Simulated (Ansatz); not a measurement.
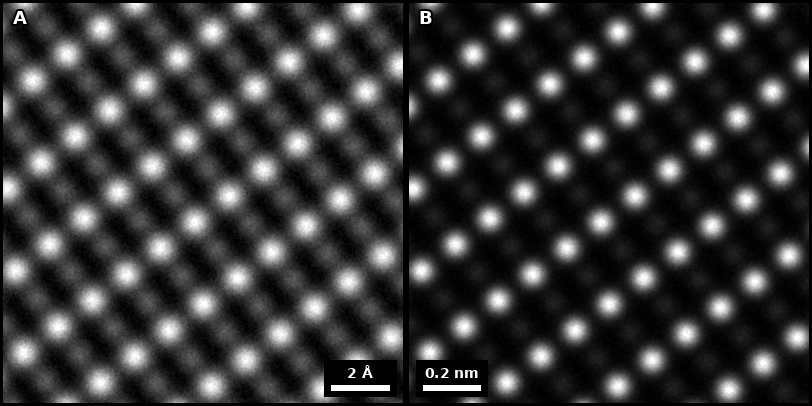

Two simulated images of the same area of CoO (Fm-3m, No. 225) along [211], with a probe of 0.67 Å. One is incoherent Z contrast (Z^1.7 per atom), the other the projected potential of neutral atoms blurred by the probe (iDPC-like, thin sample). Brightness is counted from the darkest point of the image. Shot noise was added. Model: a calculation's input that goes back to an entry of the Crystallography Open Database (an earlier step may have relaxed or displaced it).

> Which panel is which, and how can one tell?

B is the Z-contrast image and A the potential image. The columns of 1 O per repeat reach about 12 % of the brightest peak (1 Co) in B but about 33 % in A, mainly since the potential grows much more slowly with atomic number.
